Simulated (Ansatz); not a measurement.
The parent structure is Si in the diamond structure (space group Fd-3m, No. 227; a = 5.402 Å).

One thing is altered: an isotropic linear strain of +3.00 %; the atoms relax in the strained cell.

Computed with LDA/PAW in Ansatz (a quantum-chemistry and plane-wave program), no spin-orbit coupling.

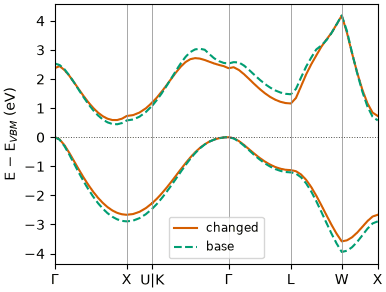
Highest valence and lowest conduction band along the path, each from its own valence-band maximum

The gap is 0.59 eV, indirect, Γ → Γ–X (87 % along); the base has 0.45 eV.

Stability against distortions was not tested.
